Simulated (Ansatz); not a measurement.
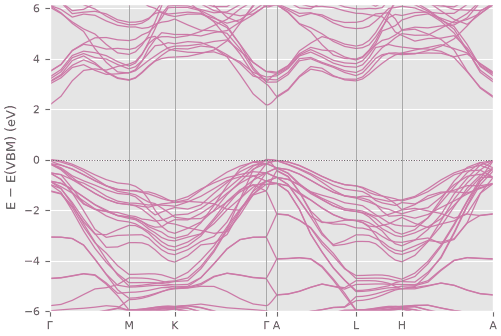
Band structure from plane-wave PAW LDA (Ansatz code)

Task: Read off the gap and where the band edges lie.

Result: About 2.2 eV (2.16 eV by a search for the band edges); maximum at Γ, minimum at Γ.

Task: Which compound is it?
(A) ZnS, P3m1 (Pearson symbol hP16)
(B) GeTePb2Se2, P3m1 (Pearson symbol hP6)
(C) MoSeS, P-3m1 (Mo on 2c, Se on 2d, S on 2d)
(D) CaGaGeH, P3m1 (Ca on 1b, Ga on 1a, Ge on 1c, H on 1a)

Result: A, ZnS, P3m1 (Pearson symbol hP16)

The first step of the workflow began from a Materials Project structure, measured or hypothetical; the Crystallography Open Database files this formula in space group No. 156, but the cells were not matched. It is not the phase usual at ambient conditions (space group No. 186, 216). The cell was relaxed with LDA under the symmetry of its start; phonons on a q-mesh show no instability.

Potentials: the later of the program's two PAW sets.
